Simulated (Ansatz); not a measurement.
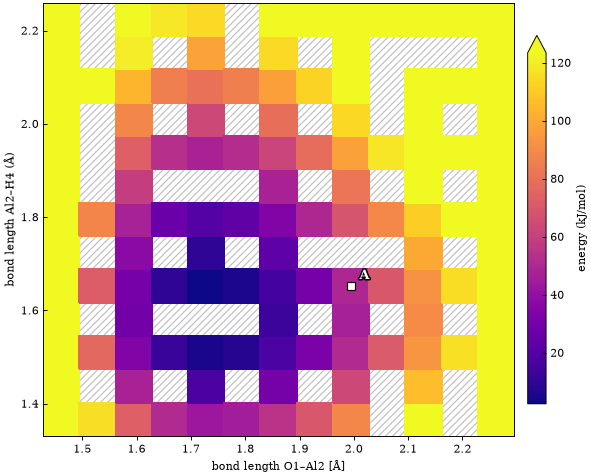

AlH₂OS, SMILES [O][AlH][SH], spin multiplicity 2. Coordinates scanned: (1) bond length O1–Al2; (2) bond length Al2–H4. Nothing is relaxed (all other coordinates rigid). The grid has 13 × 13 points. At 46 points there is no value. Points are written as (first, second). Energies: kJ/mol, counted from the relaxed molecule at the same level. The calculation used UKS PBE-D4/def2-SVP in Ansatz 0.2.0.

In the figure: one coloured cell a grid point, one colour for all values above the top of the scale, hatched blanks where no value was computed, the point A.

Q: Is A at rest? If not, where is it pushed?

A: A, at (1.995 Å, 1.652 Å), is not a stationary point. The computed force is 300 kJ/mol for each Å towards smaller values of bond length O1–Al2 and 76 kJ/mol for each Å towards smaller values of bond length Al2–H4.
